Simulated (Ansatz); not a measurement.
# Si11H18 ring sphere (Si₁₁H₁₈): single points with varied inputs

How do the results and run time of Si11H18 ring sphere (Si₁₁H₁₈) respond when the settings are drawn wide?

Method: the settings change from run to run; program: Ansatz 0.2.0, Gaussian basis.

## (1) The molecule

The structure was relaxed beforehand with PBE-D4/def2-SVP.

29 atoms, charge 0, spin multiplicity 1.

Atoms are counted from 1 here; the program's logs count them from 0.

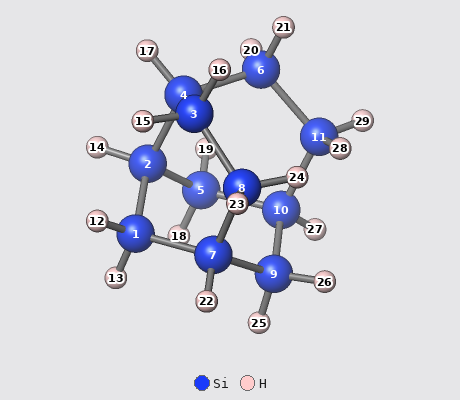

The geometry (silicon blue, hydrogen pink); atoms are numbered from 1 in the order of the file.

## (2) SPW92/cc-pVDZ

Options: atoms shaken by 0.08 Å.

The input, in.yaml:

```yaml
crystal:
  periodic: [false, false, false]
  atoms:
    - {symbol: Si, position_ang: [0.218502, -2.102694, -1.900754]}
    - {symbol: Si, position_ang: [-1.830808, -1.150184, -0.913859]}
    - {symbol: Si, position_ang: [0.224939, -2.149369, 2.070545]}
    - {symbol: Si, position_ang: [-1.691934, -0.913043, 1.423296]}
    - {symbol: Si, position_ang: [-1.821487, 1.219139, -1.999187]}
    - {symbol: Si, position_ang: [-1.736007, 1.293828, 2.188074]}
    - {symbol: Si, position_ang: [2.005915, -1.007810, -1.087822]}
    - {symbol: Si, position_ang: [2.224991, -1.278003, 1.326584]}
    - {symbol: Si, position_ang: [1.973405, 1.348671, -1.659051]}
    - {symbol: Si, position_ang: [-0.016311, 2.312637, -1.072324]}
    - {symbol: Si, position_ang: [0.021484, 2.601745, 1.276837]}
    - {symbol: H, position_ang: [0.206168, -3.557863, -1.453241]}
    - {symbol: H, position_ang: [0.214699, -2.100084, -3.341942]}
    - {symbol: H, position_ang: [-3.033986, -1.872663, -1.419748]}
    - {symbol: H, position_ang: [0.061437, -3.698543, 1.788269]}
    - {symbol: H, position_ang: [0.273312, -2.105044, 3.673651]}
    - {symbol: H, position_ang: [-3.065097, -1.614464, 1.886428]}
    - {symbol: H, position_ang: [-2.024524, 1.015497, -3.590776]}
    - {symbol: H, position_ang: [-3.020257, 1.969848, -1.525800]}
    - {symbol: H, position_ang: [-2.964894, 1.912487, 1.723389]}
    - {symbol: H, position_ang: [-1.719617, 1.104757, 3.591428]}
    - {symbol: H, position_ang: [3.313688, -1.771329, -1.828694]}
    - {symbol: H, position_ang: [3.275724, -2.298613, 1.629721]}
    - {symbol: H, position_ang: [2.520640, 0.069569, 1.962792]}
    - {symbol: H, position_ang: [2.376153, 1.413666, -3.187173]}
    - {symbol: H, position_ang: [3.091534, 1.847955, -1.043811]}
    - {symbol: H, position_ang: [0.121217, 3.624291, -1.777300]}
    - {symbol: H, position_ang: [1.312029, 2.144218, 1.785264]}
    - {symbol: H, position_ang: [-0.265100, 3.972747, 1.583340]}
basis:
  gaussian: {orbitals: cc-pVDZ}
hamiltonian: {xc: {name: SPW92}}
scf: {omitted_lower_state_checks: [starts]}
output: {forces: true}
```

Command:

```console
> ansatz run in.yaml --threads 2 --pin off --events-out ev --progress --plain --max-ram 22528MiB --backend cuda --devices 0, --max-vram 18GiB
```

Log (excerpt; [...] marks lines left out):

```text
Functional definition: SPW92
  name "SPW92"
  cite "Dirac, Proc. Camb. Phil. Soc. 26, 376 (1930) doi:10.1017/S0305004100016108"
  cite "Slater, Phys. Rev. 81, 385 (1951) doi:10.1103/PhysRev.81.385"
  cite "Perdew & Wang, Phys. Rev. B 45, 13244 (1992) doi:10.1103/PhysRevB.45.13244"
[...]
3662 factors; their error is unknown
[...]
mean field -86596.32755210 eV, -3182.3563404405 hartree, gradient 1.8e-5 eV, S^2 0.000000; 0 other end points of the search recorded, 0 dependent functions left out
[...]
reference -86596.32762033 eV, -3182.3563429481 hartree; 86, 86 occupied and 202, 202 virtual orbitals, 3662 factors
Total energy: -86596.32762033 eV, -3182.3563429481 hartree
Atom 0 at     0.218502    -2.102694    -1.900754 Å, force    -1.661777    -0.399093     1.684636 eV/Å
Atom 1 at    -1.830808    -1.150184    -0.913859 Å, force     1.237838     1.561560    -1.177655 eV/Å
Atom 2 at     0.224939    -2.149369     2.070545 Å, force    -0.679389    -0.749636     1.630194 eV/Å
Atom 3 at    -1.691934    -0.913043     1.423296 Å, force    -0.871020    -0.905009    -0.146800 eV/Å
Atom 4 at    -1.821487     1.219139    -1.999187 Å, force    -0.519158    -2.103070    -0.426804 eV/Å
Atom 5 at    -1.736007     1.293828     2.188074 Å, force     1.233546    -0.346129    -1.771724 eV/Å
Atom 6 at     2.005915    -1.007810    -1.087822 Å, force     2.263589     0.103937    -0.030244 eV/Å
[...]
Atom 13 at    -3.033986    -1.872663    -1.419748 Å, force    -0.344194    -0.216235    -0.022656 eV/Å
Atom 14 at     0.061437    -3.698543     1.788269 Å, force     0.121967     0.997244    -0.078668 eV/Å
Atom 15 at     0.273312    -2.105044     3.673651 Å, force    -0.031085     0.008087    -1.062230 eV/Å
Atom 16 at    -3.065097    -1.614464     1.886428 Å, force     1.085503     0.463662    -0.127896 eV/Å
Atom 17 at    -2.024524     1.015497    -3.590776 Å, force     0.488142     0.332203     1.293132 eV/Å
Atom 18 at    -3.020257     1.969848    -1.525800 Å, force    -0.382489     0.207376     0.113091 eV/Å
Atom 19 at    -2.964894     1.912487     1.723389 Å, force    -1.014152     0.448063    -0.269205 eV/Å
Atom 20 at    -1.719617     1.104757     3.591428 Å, force     0.024700     0.045717     1.980800 eV/Å
Atom 21 at     3.313688    -1.771329    -1.828694 Å, force    -1.302640     0.929803     0.841303 eV/Å
Atom 22 at     3.275724    -2.298613     1.629721 Å, force     0.290906    -0.073692     0.102550 eV/Å
Atom 23 at     2.520640     0.069569     1.962792 Å, force    -0.001297    -0.136461     0.029769 eV/Å
Atom 24 at     2.376153     1.413666    -3.187173 Å, force    -0.527147     0.006435     0.780435 eV/Å
Atom 25 at     3.091534     1.847955    -1.043811 Å, force     2.445011     1.342277     1.638820 eV/Å
Atom 26 at     0.121217     3.624291    -1.777300 Å, force    -0.079914     0.534656     0.003988 eV/Å
Atom 27 at     1.312029     2.144218     1.785264 Å, force     0.875412    -0.181957     0.324090 eV/Å
Atom 28 at    -0.265100     3.972747     1.583340 Å, force    -0.134228     1.473617     0.348937 eV/Å
Dipole moment:    -0.030608     0.259989     0.180104 e Å
Checks for a lower state left out: starts
```

Wall time 4.7 s (1 × H100 (card shared with other runs) with 2 threads of AMD EPYC 7R13, shared host); peak host memory 1 GiB.

Largest force 3.640 eV/Å, dipole 1.53 D.

## (3) wPBEh/aug-cc-pVDZ

This run has multiplicity 3, restricted open-shell orbitals, atoms shaken by 0.08 Å, density fitting with def2-universal-jkfit, the search for lower states set to off.

The input, in.yaml:

```yaml
crystal:
  periodic: [false, false, false]
  atoms:
    - {symbol: Si, position_ang: [0.080859, -2.201677, -1.851575]}
    - {symbol: Si, position_ang: [-1.742761, -1.078370, -0.968784]}
    - {symbol: Si, position_ang: [0.217380, -2.171582, 2.204269]}
    - {symbol: Si, position_ang: [-1.792180, -0.959276, 1.260720]}
    - {symbol: Si, position_ang: [-1.974213, 1.153426, -1.970669]}
    - {symbol: Si, position_ang: [-1.702838, 1.123688, 2.117386]}
    - {symbol: Si, position_ang: [2.043224, -1.137714, -1.009783]}
    - {symbol: Si, position_ang: [2.195191, -1.276930, 1.314007]}
    - {symbol: Si, position_ang: [1.993819, 1.068333, -1.779321]}
    - {symbol: Si, position_ang: [0.120107, 2.212492, -1.228688]}
    - {symbol: Si, position_ang: [-0.025285, 2.462591, 1.305451]}
    - {symbol: H, position_ang: [0.125232, -3.553958, -1.565745]}
    - {symbol: H, position_ang: [0.028138, -2.172479, -3.488284]}
    - {symbol: H, position_ang: [-3.026289, -1.800464, -1.362525]}
    - {symbol: H, position_ang: [0.033790, -3.594555, 1.746795]}
    - {symbol: H, position_ang: [0.241412, -2.074905, 3.652608]}
    - {symbol: H, position_ang: [-3.068778, -1.670000, 1.902017]}
    - {symbol: H, position_ang: [-1.755381, 1.076095, -3.355193]}
    - {symbol: H, position_ang: [-2.966857, 1.872790, -1.394439]}
    - {symbol: H, position_ang: [-3.027686, 1.837224, 1.771147]}
    - {symbol: H, position_ang: [-1.812358, 1.203560, 3.569231]}
    - {symbol: H, position_ang: [3.183392, -1.742854, -1.754989]}
    - {symbol: H, position_ang: [3.242109, -2.332429, 1.526857]}
    - {symbol: H, position_ang: [2.526316, -0.028199, 1.994036]}
    - {symbol: H, position_ang: [2.346664, 1.247613, -3.228505]}
    - {symbol: H, position_ang: [3.349260, 1.791593, -1.057563]}
    - {symbol: H, position_ang: [0.201102, 3.663233, -1.657006]}
    - {symbol: H, position_ang: [1.292587, 2.230693, 1.716777]}
    - {symbol: H, position_ang: [-0.452197, 3.918368, 1.525360]}
basis:
  gaussian: {orbitals: aug-cc-pVDZ, fitting: {mean_field: def2-universal-jkfit}}
magnetization: {spin_polarized: false, initial_magnetization: 2}
hamiltonian: {xc: {name: wPBEh}}
scf: {lower_state_search: off}
```

Launched as before.

Log (excerpt; [...] marks lines left out):

```text
Functional definition: wPBEh
  name "wPBEh"
  cite "Heyd, Scuseria & Ernzerhof, J. Chem. Phys. 118, 8207 (2003) doi:10.1063/1.1564060"
  cite "Krukau, Vydrov, Izmaylov & Scuseria, J. Chem. Phys. 125, 224106 (2006) doi:10.1063/1.2404663"
  cite "Heyd & Scuseria, J. Chem. Phys. 120, 7274 (2004) doi:10.1063/1.1668634"
  cite "Ernzerhof & Perdew, J. Chem. Phys. 109, 3313 (1998) doi:10.1063/1.476928"
  cite "Perdew, Burke & Ernzerhof, Phys. Rev. Lett. 77, 3865 (1996) doi:10.1103/PhysRevLett.77.3865"
  parent pbe
[...]
1732 factors; integrals over basis functions are off by at most 3.8e-1 eV
1732 factors; integrals over basis functions are off by at most 3.0e-7 eV
[...]
mean field -86910.95594544 eV, -3193.9187206332 hartree, gradient 2.8e-6 eV, S^2 2.000000; 0 other end points of the search recorded, 0 dependent functions left out
reference -86910.95615932 eV, -3193.9187284929 hartree; 87, 85 occupied and 372, 374 virtual orbitals, 1732 factors
Total energy: -86910.95615932 eV, -3193.9187284929 hartree
Checks for a lower state left out: stability, starts, cluster_reference, orbital_swaps, neighbouring_geometries, increment
```

Run time: 9.5 s. Hardware: 1 × H100 (card shared with other runs) with 2 threads of AMD EPYC 7R13, shared host; peak host memory 0.94 GiB.

## (4) PBEsol/def2-SVP

Set apart from the defaults: multiplicity 3, high accuracy.

The input, in.yaml:

```yaml
crystal:
  periodic: [false, false, false]
  atoms:
    - {symbol: Si, position_ang: [0.103710, -2.133048, -1.916806]}
    - {symbol: Si, position_ang: [-1.784406, -1.031015, -1.041739]}
    - {symbol: Si, position_ang: [0.164798, -2.133291, 2.152333]}
    - {symbol: Si, position_ang: [-1.720188, -0.993953, 1.325373]}
    - {symbol: Si, position_ang: [-1.796249, 1.155439, -1.916146]}
    - {symbol: Si, position_ang: [-1.767453, 1.208357, 2.151644]}
    - {symbol: Si, position_ang: [2.046358, -1.082787, -1.100878]}
    - {symbol: Si, position_ang: [2.178867, -1.315806, 1.248199]}
    - {symbol: Si, position_ang: [2.062723, 1.191955, -1.706816]}
    - {symbol: Si, position_ang: [0.083995, 2.313741, -1.100173]}
    - {symbol: Si, position_ang: [-0.051584, 2.543744, 1.249081]}
    - {symbol: H, position_ang: [0.100991, -3.585761, -1.508699]}
    - {symbol: H, position_ang: [0.075717, -2.061740, -3.423687]}
    - {symbol: H, position_ang: [-3.037646, -1.754915, -1.474132]}
    - {symbol: H, position_ang: [0.042463, -3.593510, 1.792601]}
    - {symbol: H, position_ang: [0.198040, -2.017899, 3.656761]}
    - {symbol: H, position_ang: [-2.952943, -1.706777, 1.832504]}
    - {symbol: H, position_ang: [-1.748918, 1.096161, -3.423066]}
    - {symbol: H, position_ang: [-3.056064, 1.878447, -1.507402]}
    - {symbol: H, position_ang: [-3.093028, 1.831610, 1.789712]}
    - {symbol: H, position_ang: [-1.652968, 1.180130, 3.656238]}
    - {symbol: H, position_ang: [3.262989, -1.736121, -1.714575]}
    - {symbol: H, position_ang: [3.289561, -2.279817, 1.585381]}
    - {symbol: H, position_ang: [2.513394, 0.010420, 1.882067]}
    - {symbol: H, position_ang: [2.242538, 1.296013, -3.202143]}
    - {symbol: H, position_ang: [3.236171, 1.869651, -1.042529]}
    - {symbol: H, position_ang: [0.125340, 3.694348, -1.713244]}
    - {symbol: H, position_ang: [1.263771, 2.168775, 1.882974]}
    - {symbol: H, position_ang: [-0.329950, 3.987648, 1.587157]}
basis:
  gaussian: {orbitals: def2-SVP}
magnetization: {spin_polarized: true, initial_magnetization: 2}
hamiltonian: {xc: {name: PBEsol}}
accuracy: high
output: {forces: true}
```

The command is unchanged.

Log (excerpt; [...] marks lines left out):

```text
Functional definition: PBEsol
  name "PBEsol"
  cite "Perdew et al., Phys. Rev. Lett. 100, 136406 (2008) doi:10.1103/PhysRevLett.100.136406"
  cite "Perdew, Burke & Ernzerhof, Phys. Rev. Lett. 77, 3865 (1996) doi:10.1103/PhysRevLett.77.3865"
  parent pbesol
[...]
6293 factors; integrals over basis functions are off by at most 3.7e-8 eV
[...]
mean field -86710.16956091 eV, -3186.5399570997 hartree, gradient 5.6e-8 eV, S^2 2.001946; 10 other end points of the search recorded, 0 dependent functions left out
[...]
reference -86710.16956751 eV, -3186.5399573422 hartree; 87, 85 occupied and 201, 203 virtual orbitals, 6293 factors
Total energy: -86710.16956751 eV, -3186.5399573422 hartree
Atom 0 at     0.103710    -2.133048    -1.916806 Å, force     0.478929     0.215719    -0.033394 eV/Å
Atom 1 at    -1.784406    -1.031015    -1.041739 Å, force     0.307938     0.177720     1.042912 eV/Å
[...]
Atom 19 at    -3.093028     1.831610     1.789712 Å, force    -0.249525    -0.057755    -0.002454 eV/Å
Atom 20 at    -1.652968     1.180130     3.656238 Å, force    -0.034034    -0.098569     0.058215 eV/Å
Atom 21 at     3.262989    -1.736121    -1.714575 Å, force     0.291321    -0.132173    -0.365948 eV/Å
Atom 22 at     3.289561    -2.279817     1.585381 Å, force     0.266526    -0.264073     0.069663 eV/Å
Atom 23 at     2.513394     0.010420     1.882067 Å, force     0.079213    -0.003831     0.043098 eV/Å
Atom 24 at     2.242538     1.296013    -3.202143 Å, force     0.130105     0.075240    -0.191569 eV/Å
Atom 25 at     3.236171     1.869651    -1.042529 Å, force     0.047060     0.027186     0.016125 eV/Å
Atom 26 at     0.125340     3.694348    -1.713244 Å, force     0.030870     0.318821    -0.366258 eV/Å
Atom 27 at     1.263771     2.168775     1.882974 Å, force     0.036269     0.070747     0.043201 eV/Å
Atom 28 at    -0.329950     3.987648     1.587157 Å, force    -0.095732     0.362984     0.070164 eV/Å
Dipole moment:    -0.079544    -0.045774    -0.039553 e Å
```

It took 31 s on 1 × H100 (card shared with other runs) with 2 threads of AMD EPYC 7R13, shared host; peak host memory 1.7 GiB.

Largest force 1.102 eV/Å, dipole 0.48 D, ⟨S²⟩ 2.002.

## (5) wB97X-V/cc-pVDZ

Options: charge -1, multiplicity 2, a point charge of -1.00 e beside it.

in.yaml, as its differences from that of step 4:

```diff
@@ -33,6 +33,6 @@
 basis:
-  gaussian: {orbitals: def2-SVP}
-magnetization: {spin_polarized: true, initial_magnetization: 2}
-hamiltonian: {xc: {name: PBEsol}}
-accuracy: high
-output: {forces: true}
+  gaussian: {orbitals: cc-pVDZ, point_charges: [{charge: -1.00, position_ang: [7.914, -0.473, 0.756]}]}
+total_charge: -1
+magnetization: {spin_polarized: true, initial_magnetization: 1}
+hamiltonian: {xc: {name: wB97X-V}}
+scf: {omitted_lower_state_checks: [starts]}
```

The command is unchanged.

Log (excerpt; [...] marks lines left out):

```text
Functional definition: wB97X-V
  name "wB97X-V"
  cite "Mardirossian & Head-Gordon, Phys. Chem. Chem. Phys. 16, 9904 (2014) doi:10.1039/C3CP54374A"
  cite "Becke, J. Chem. Phys. 107, 8554 (1997) doi:10.1063/1.475007"
  cite "Vydrov & Van Voorhis, J. Chem. Phys. 133, 244103 (2010) doi:10.1063/1.3521275"
[...]
      + integral(e_c_pw_opposite_spin*poly(b97_u_opposite, cos0, cos1)) + vv10(b, c)
[...]
2791 factors; integrals over basis functions are off by at most 1.2e-3 eV
1053 factors; integrals over basis functions are off by at most 5.6e-6 eV
[...]
mean field -86933.41082971 eV, -3194.7439224094 hartree, gradient 2.3e-5 eV, S^2 0.752535; 0 other end points of the search recorded, 0 dependent functions left out
reference -86933.41082624 eV, -3194.7439222820 hartree; 87, 86 occupied and 201, 202 virtual orbitals, 2791 factors
Total energy: -86933.41082624 eV, -3194.7439222820 hartree
Checks for a lower state left out: starts
```

Run time: 22 s. Hardware: 1 × H100 (card shared with other runs) with 2 threads of AMD EPYC 7R13, shared host; peak host memory 1.4 GiB.

⟨S²⟩ 0.753.

## (6) All runs side by side

```
            level  charge  multiplicity               geometry  functions  energy (eV)   time
    SPW92/cc-pVDZ       0             1                 shaken        288   -86596.328  4.7 s
wPBEh/aug-cc-pVDZ       0             3                 shaken        459   -86910.956  9.5 s
  PBEsol/def2-SVP       0             3                relaxed        288   -86710.170   31 s
  wB97X-V/cc-pVDZ      -1             2  relaxed, point charge        288   -86933.411   22 s
```

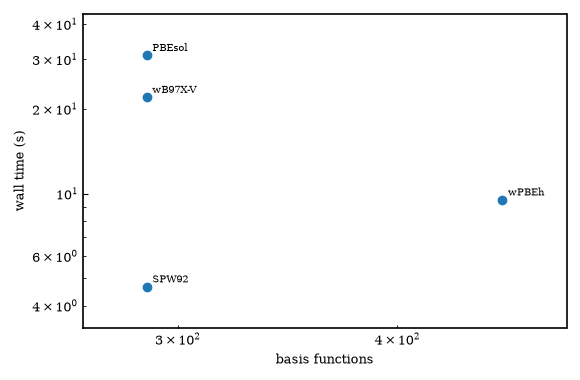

Wall time against the number of basis functions (shared host).

## (7) Summary of results

| quantity | value |
| --- | --- |
| runs | 4 |
| quickest | SPW92/cc-pVDZ, 4.7 s |
| slowest | PBEsol/def2-SVP, 31 s |

In words: The runs differ in state or geometry as well as level, so their energies can't be set against each other. Run time spans a factor of 7, from SPW92/cc-pVDZ to PBEsol/def2-SVP. The jobs differ in tasks and options as well as level.
